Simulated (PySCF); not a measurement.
**[TlH]2+: other functionals and bases at one geometry**

How far do other levels of theory move the description of [TlH]2+, and what does each cost? The structure is generated, not taken from experiment.

The runs use PySCF 2.14.0; several levels, as the steps say, no spin–orbit coupling.

3 further runs of the same task are left out: 2 for a known fault of the program, 1 set aside as unsound or not needed.

### Step 1. Where the work starts

2 atoms, charge 2, spin multiplicity 1.

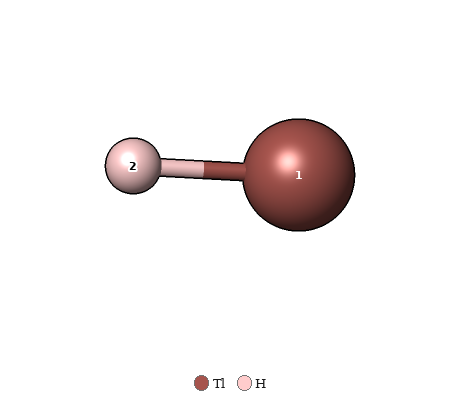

The structure; thallium brown, hydrogen pink; atoms are numbered from 1 in the order of the file.

Coordinates:

```xyz
2
HTl
Tl    0.00000    0.00000    0.08652
H     0.00000    0.00000    1.86421
```

Formal oxidation states: Tl +3. An earlier session relaxed this geometry at r2SCAN, Tl def2-SVP with ECP60, H def2-SVP (singlet, point group C∞v).

At r2SCAN on the finer grid: E = -172.247811 Eh, HOMO -25.92 eV, LUMO -20.31 eV, Mulliken charge on Tl1 +1.53 e, largest force component 0.004 eV/Å. 

Levels to run: BP86; TPSSh; HF; wB97X; r2SCAN, TZVP; r2SCAN, x2c-SVP. Hardware: 2 threads of Arm Neoverse V2, shared host.

### Step 2. BP86

run.py (the lines that set the calculation) reads:

```python
mol = gto.M(atom='''
Tl     0.00000     0.00000     0.08652
H      0.00000     0.00000     1.86421''',
    basis={'Tl': 'def2-SVP', 'H': 'def2-SVP'},
    ecp={'Tl': 'def2-SVP'},
    charge=2, spin=0)
mf = dft.RKS(mol, xc='B88,P86')
mf.grids.atom_grid = (75, 302)
mf = mf.density_fit()  # fitting sets: Tl def2-universal-JKFIT, H def2-universal-JKFIT
mf.conv_tol = 1e-08; mf.max_cycle = 55
mf.kernel(dm0)  # dm0: the density of the relaxed state
```

Run with:

```sh
$ OMP_NUM_THREADS=2 python run.py
```

Output:

```text
init E= -172.313279005197
  HOMO = -0.948906120097626  LUMO = -0.760240785011911  gap/eV = 5.13385
cycle= 1 E= -172.313803588472  delta_E= -0.000525  |g|= 0.0182  |ddm|= 0.106
  HOMO = -0.955708718391377  LUMO = -0.764937843218183  gap/eV = 5.19114
cycle= 2 E= -172.313749729945  delta_E= 5.39e-05  |g|= 0.0174  |ddm|= 0.0752
  HOMO = -0.953421284245209  LUMO = -0.762948507749643  gap/eV = 5.18303
cycle= 3 E= -172.313898574023  delta_E= -0.000149  |g|= 0.00819  |ddm|= 0.0659
  HOMO = -0.953168360276281  LUMO = -0.762949774631729  gap/eV = 5.17611
cycle= 4 E= -172.313930711499  delta_E= -3.21e-05  |g|= 0.00018  |ddm|= 0.0206
  HOMO = -0.953150736723906  LUMO = -0.762962514943349  gap/eV = 5.17529
cycle= 5 E= -172.313930728469  delta_E= -1.7e-08  |g|= 1.15e-05  |ddm|= 0.000567
  HOMO = -0.95314841340455  LUMO = -0.762959921851232  gap/eV = 5.17529
cycle= 6 E= -172.313930728543  delta_E= -7.41e-11  |g|= 1.2e-06  |ddm|= 3.26e-05
  HOMO = -0.953148682095038  LUMO = -0.762960167428679  gap/eV = 5.17529
Extra cycle  E= -172.313930728541  delta_E= 1.62e-12  |g|= 2.08e-06  |ddm|= 9.1e-06
converged SCF energy = -172.313930728541
```

It took 0.4 s on 2 threads of Arm Neoverse V2, shared host.

Result: E = -172.313931 Eh, HOMO -25.94 eV, LUMO -20.76 eV, Mulliken charge on Tl1 +1.53 e, largest force component 0.239 eV/Å. 

### Step 3. TPSSh

run.py (the lines that set the calculation): that of step 2 with these lines changed.

```diff
@@ -6,3 +6,3 @@
     charge=2, spin=0)
-mf = dft.RKS(mol, xc='B88,P86')
+mf = dft.RKS(mol, xc='TPSSH')
 mf.grids.atom_grid = (75, 302)
```

Run with:

```sh
$ OMP_NUM_THREADS=2 python run.py
```

Output:

```text
init E= -172.123386377443
  HOMO = -0.956550247160999  LUMO = -0.735657630366844  gap/eV = 6.01079
cycle= 1 E= -172.123432054141  delta_E= -4.57e-05  |g|= 0.0204  |ddm|= 0.138
  HOMO = -0.958007503765858  LUMO = -0.736029720045823  gap/eV = 6.04032
cycle= 2 E= -172.123294589855  delta_E= 0.000137  |g|= 0.0255  |ddm|= 0.112
  HOMO = -0.958257653917418  LUMO = -0.736450534324954  gap/eV = 6.03568
cycle= 3 E= -172.123609541961  delta_E= -0.000315  |g|= 0.00144  |ddm|= 0.0673
  HOMO = -0.957949300866362  LUMO = -0.736255530369458  gap/eV = 6.03259
cycle= 4 E= -172.123610578779  delta_E= -1.04e-06  |g|= 9.59e-05  |ddm|= 0.0034
  HOMO = -0.957954203348177  LUMO = -0.736266993856035  gap/eV = 6.03242
cycle= 5 E= -172.12361058442  delta_E= -5.64e-09  |g|= 6.55e-06  |ddm|= 0.000313
  HOMO = -0.957952960199507  LUMO = -0.736265564117439  gap/eV = 6.03242
Extra cycle  E= -172.123610584401  delta_E= 1.81e-11  |g|= 8.84e-06  |ddm|= 3.99e-05
converged SCF energy = -172.123610584401
```

It took 0.5 s on 2 threads of Arm Neoverse V2, shared host.

Read off: E = -172.123611 Eh, HOMO -26.07 eV, LUMO -20.03 eV, Mulliken charge on Tl1 +1.54 e, largest force component 0.040 eV/Å. 

### Step 4. HF

run.py (the lines that set the calculation): that of step 3 with these lines changed.

```diff
@@ -6,4 +6,3 @@
     charge=2, spin=0)
-mf = dft.RKS(mol, xc='TPSSH')
-mf.grids.atom_grid = (75, 302)
+mf = scf.RHF(mol)
 mf = mf.density_fit()  # fitting sets: Tl def2-universal-JKFIT, H def2-universal-JKFIT
```

Run with:

```sh
$ OMP_NUM_THREADS=2 python run.py
```

Output:

```text
init E= -171.203729430749
  HOMO = -1.04683024781448  LUMO = -0.580886392450952  gap/eV = 12.67898
cycle= 1 E= -171.212222590511  delta_E= -0.00849  |g|= 0.033  |ddm|= 0.446
  HOMO = -1.04240117305432  LUMO = -0.579161291525082  gap/eV = 12.60540
cycle= 2 E= -171.212817871879  delta_E= -0.000595  |g|= 0.00997  |ddm|= 0.115
  HOMO = -1.04149090608275  LUMO = -0.579193297366232  gap/eV = 12.57976
cycle= 3 E= -171.212902606406  delta_E= -8.47e-05  |g|= 0.00194  |ddm|= 0.0491
  HOMO = -1.0413066155112  LUMO = -0.579221822475963  gap/eV = 12.57397
cycle= 4 E= -171.212906314025  delta_E= -3.71e-06  |g|= 0.0003  |ddm|= 0.00746
  HOMO = -1.0412863183484  LUMO = -0.579171561706742  gap/eV = 12.57478
cycle= 5 E= -171.212906371692  delta_E= -5.77e-08  |g|= 8.12e-05  |ddm|= 0.000664
  HOMO = -1.04128758514733  LUMO = -0.579169129445204  gap/eV = 12.57488
cycle= 6 E= -171.212906376421  delta_E= -4.73e-09  |g|= 1.21e-05  |ddm|= 0.000254
  HOMO = -1.04128585793614  LUMO = -0.579169211908788  gap/eV = 12.57483
Extra cycle  E= -171.212906376512  delta_E= -9.07e-11  |g|= 4.54e-06  |ddm|= 2.47e-05
converged SCF energy = -171.212906376512
```

Wall time 0.2 s (2 threads of Arm Neoverse V2, shared host).

Read off: E = -171.212906 Eh, HOMO -28.33 eV, LUMO -15.76 eV, Mulliken charge on Tl1 +1.55 e, largest force component 0.231 eV/Å. 

### Step 5. wB97X

run.py (the lines that set the calculation): that of step 4 with these lines changed.

```diff
@@ -6,3 +6,4 @@
     charge=2, spin=0)
-mf = scf.RHF(mol)
+mf = dft.RKS(mol, xc='WB97X')
+mf.grids.atom_grid = (75, 302)
 mf = mf.density_fit()  # fitting sets: Tl def2-universal-JKFIT, H def2-universal-JKFIT
```

Run with:

```sh
$ OMP_NUM_THREADS=2 python run.py
```

Output:

```text
init E= -172.205294217985
  HOMO = -1.0609324219064  LUMO = -0.636381246828953  gap/eV = 11.55263
cycle= 1 E= -172.206085022622  delta_E= -0.000791  |g|= 0.01  |ddm|= 0.121
  HOMO = -1.05968364971856  LUMO = -0.635306960062342  gap/eV = 11.54788
cycle= 2 E= -172.206137220897  delta_E= -5.22e-05  |g|= 0.00293  |ddm|= 0.0235
  HOMO = -1.05953308134857  LUMO = -0.635129824855445  gap/eV = 11.54860
cycle= 3 E= -172.206143560263  delta_E= -6.34e-06  |g|= 0.00128  |ddm|= 0.0125
  HOMO = -1.05954127864565  LUMO = -0.635120368688202  gap/eV = 11.54908
cycle= 4 E= -172.206144433229  delta_E= -8.73e-07  |g|= 0.000158  |ddm|= 0.00289
  HOMO = -1.05952382547033  LUMO = -0.635101892218477  gap/eV = 11.54911
cycle= 5 E= -172.206144459263  delta_E= -2.6e-08  |g|= 2.28e-05  |ddm|= 0.000535
  HOMO = -1.05952425465083  LUMO = -0.635101021349572  gap/eV = 11.54914
cycle= 6 E= -172.206144459664  delta_E= -4.01e-10  |g|= 3.4e-06  |ddm|= 7.57e-05
  HOMO = -1.05952325804325  LUMO = -0.63510030222789  gap/eV = 11.54914
Extra cycle  E= -172.206144459672  delta_E= -7.65e-12  |g|= 1.06e-06  |ddm|= 5.53e-06
converged SCF energy = -172.206144459672
```

Run time: 0.5 s. Hardware: 2 threads of Arm Neoverse V2, shared host.

It gives: E = -172.206144 Eh, HOMO -28.83 eV, LUMO -17.28 eV, Mulliken charge on Tl1 +1.53 e, largest force component 0.111 eV/Å. 

### Step 6. r2SCAN, TZVP

Basis: Tl def2-TZVP with ECP60, H def2-TZVP. 

run.py (the lines that set the calculation) reads:

```python
mol = gto.M(atom='''
Tl     0.00000     0.00000     0.08652
H      0.00000     0.00000     1.86421''',
    basis={'Tl': 'def2-TZVP', 'H': 'def2-TZVP'},
    ecp={'Tl': 'def2-TZVP'},
    charge=2, spin=0)
mf = dft.RKS(mol, xc='R2SCAN')
mf.grids.atom_grid = (75, 302)
mf = mf.density_fit()  # fitting sets: Tl def2-universal-JKFIT, H def2-universal-JKFIT
mf.conv_tol = 1e-08; mf.max_cycle = 55
mf.kernel(dm0)  # dm0: free metal ions and neutral atoms
```

Run with:

```sh
$ OMP_NUM_THREADS=2 python run.py
```

Output:

```text
init E= -170.646072702123
  HOMO = -1.08877671164006  LUMO = -0.815525584683795  gap/eV = 7.43554
cycle= 1 E= -172.051242594611  delta_E= -1.41  |g|= 0.938  |ddm|= 2.21
  HOMO = -0.885856766908432  LUMO = -0.686556694642997  gap/eV = 5.42323
cycle= 2 E= -171.956725117799  delta_E= 0.0945  |g|= 1.15  |ddm|=  3.6
  HOMO = -0.936746277139179  LUMO = -0.729295596702599  gap/eV = 5.64502
cycle= 3 E= -172.238173312518  delta_E= -0.281  |g|= 0.238  |ddm|= 2.04
  HOMO = -0.954636341588839  LUMO = -0.743793329714334  gap/eV = 5.73733
cycle= 4 E= -172.251953842612  delta_E= -0.0138  |g|= 0.075  |ddm|= 0.478
  HOMO = -0.953651342593461  LUMO = -0.747527095676638  gap/eV = 5.60893
cycle= 5 E= -172.252768988449  delta_E= -0.000815  |g|= 0.0199  |ddm|= 0.0528
  HOMO = -0.953142056581997  LUMO = -0.746679805710469  gap/eV = 5.61812
cycle= 6 E= -172.252932246598  delta_E= -0.000163  |g|= 0.000539  |ddm|= 0.0531
  HOMO = -0.953382681457265  LUMO = -0.746986103561511  gap/eV = 5.61634
cycle= 7 E= -172.25293239021  delta_E= -1.44e-07  |g|= 5.83e-05  |ddm|= 0.00167
  HOMO = -0.953382453522327  LUMO = -0.74698682430933  gap/eV = 5.61631
cycle= 8 E= -172.252932391564  delta_E= -1.35e-09  |g|= 5.66e-06  |ddm|= 0.000178
  HOMO = -0.953382957908669  LUMO = -0.746987022752735  gap/eV = 5.61632
Extra cycle  E= -172.25293239157  delta_E= -6.62e-12  |g|= 4.61e-06  |ddm|= 2.85e-05
converged SCF energy = -172.25293239157
```

Wall time 2 s (2 threads of Arm Neoverse V2, shared host).

Result: E = -172.252932 Eh, HOMO -25.94 eV, LUMO -20.33 eV, Mulliken charge on Tl1 +1.49 e, largest force component 0.086 eV/Å. 

### Step 7. r2SCAN, x2c-SVP

Basis: Tl x2c-SVPall, H x2c-SVPall. All electrons are treated, with the spin-free X2C Hamiltonian.

run.py (the lines that set the calculation) reads:

```python
mol = gto.M(atom='''
Tl     0.00000     0.00000     0.08652
H      0.00000     0.00000     1.86421''',
    basis={'Tl': 'x2c-SVPall', 'H': 'x2c-SVPall'},
    nucmod='G',
    charge=2, spin=0)
mf = dft.RKS(mol, xc='R2SCAN')
mf.grids.atom_grid = (99, 590)
mf = mf.density_fit()  # fitting sets: Tl AutoAux, H AutoAux
mf = mf.sfx2c1e()
mf.conv_tol = 1e-08; mf.max_cycle = 55
mf.kernel(dm0)  # dm0: free metal ions and neutral atoms
```

Run with:

```sh
$ OMP_NUM_THREADS=2 python run.py
```

Output:

```text
init E= -20092.3783479429
  HOMO = -1.13681153874356  LUMO = -0.841153605563031  gap/eV = 8.04526
cycle= 1 E= -20247.4143101236  delta_E= -155  |g|= 2.46  |ddm|= 2.87
  HOMO = -0.839767763420709  LUMO = -0.665487782956657  gap/eV = 4.74240
cycle= 2 E= -20247.4231453815  delta_E= -0.00884  |g|= 1.97  |ddm|= 4.97
  HOMO = -0.970262727725844  LUMO = -0.740162589774481  gap/eV = 6.26134
cycle= 3 E= -20247.9081715916  delta_E= -0.485  |g|= 0.487  |ddm|= 3.26
  HOMO = -0.970938061444548  LUMO = -0.750219333140499  gap/eV = 6.00606
cycle= 4 E= -20247.9733401501  delta_E= -0.0652  |g|= 0.217  |ddm|= 1.37
  HOMO = -0.954311711576401  LUMO = -0.745990406021352  gap/eV = 5.66871
cycle= 5 E= -20247.981185597  delta_E= -0.00785  |g|= 0.0437  |ddm|= 0.18
  HOMO = -0.955429119097324  LUMO = -0.747315359706944  gap/eV = 5.66306
cycle= 6 E= -20247.9817743238  delta_E= -0.000589  |g|= 0.00262  |ddm|= 0.109
  HOMO = -0.956046195675131  LUMO = -0.748333439391558  gap/eV = 5.65215
cycle= 7 E= -20247.9817787472  delta_E= -4.42e-06  |g|= 0.00117  |ddm|= 0.0142
  HOMO = -0.956019342516537  LUMO = -0.748302406329362  gap/eV = 5.65227
cycle= 8 E= -20247.9817793341  delta_E= -5.87e-07  |g|= 6.5e-05  |ddm|= 0.00362
  HOMO = -0.956018769194452  LUMO = -0.748302697875284  gap/eV = 5.65224
cycle= 9 E= -20247.9817793352  delta_E= -1.08e-09  |g|= 4.83e-06  |ddm|= 0.000124
  HOMO = -0.956019230843256  LUMO = -0.748302542501407  gap/eV = 5.65226
Extra cycle  E= -20247.9817793352  delta_E= 2.18e-11  |g|= 5.99e-06  |ddm|= 1.17e-05
converged SCF energy = -20247.9817793352
```

Wall time 7.1 s (2 threads of Arm Neoverse V2, shared host).

It gives: E = -20247.981779 Eh, HOMO -26.01 eV, LUMO -20.36 eV, Mulliken charge on Tl1 +1.54 e, largest force component 0.590 eV/Å. 

### Step 8. All levels side by side

| level | state | HOMO (eV) | gap (eV) | charge on Tl1 (e) | dipole (D) | largest force (eV/Å) | basis functions | time |
| --- | --- | --- | --- | --- | --- | --- | --- | --- |
| r2SCAN (relaxed here) | singlet | -25.92 | 5.62 | 1.53 | 1.71 | 0.00 | 31 | 1.2 s |
| BP86 | singlet | -25.94 | 5.18 | 1.53 | 1.89 | 0.24 | 31 | 0.4 s |
| TPSSh | singlet | -26.07 | 6.03 | 1.54 | 1.61 | 0.04 | 31 | 0.5 s |
| HF | singlet | -28.33 | 12.57 | 1.55 | 0.86 | 0.23 | 31 | 0.2 s |
| wB97X | singlet | -28.83 | 11.55 | 1.53 | 1.45 | 0.11 | 31 | 0.5 s |
| r2SCAN, TZVP | singlet | -25.94 | 5.62 | 1.49 | 1.73 | 0.09 | 56 | 2 s |
| r2SCAN, x2c-SVP | singlet | -26.01 | 5.65 | 1.54 | 1.80 | 0.59 | 67 | 7.1 s |

Times are on 2 threads of Arm Neoverse V2, shared host; the first row also made further properties. The dipole of a charged species depends on the origin, so these sizes hold for this origin alone.

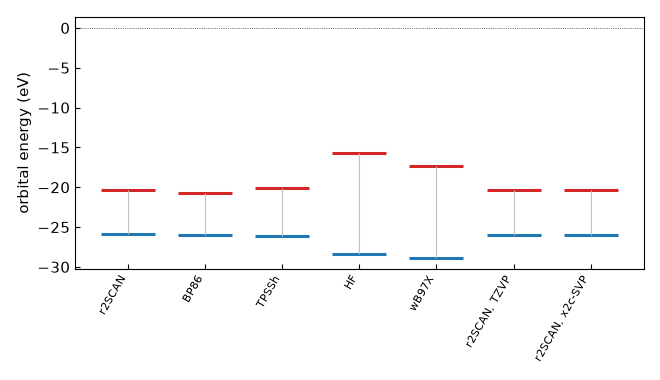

Highest filled and lowest empty level, method by method.

In one basis the HOMO–LUMO gap runs from 5.18 eV (BP86) to 12.57 eV (HF). The largest leftover force, 0.59 eV/Å with r2SCAN, x2c-SVP, stands at a geometry relaxed at another level. The Mulliken charge on Tl spans +1.49 to +1.55 e over the levels. Total energies of different levels can't be compared. Spin–orbit coupling is left out throughout.
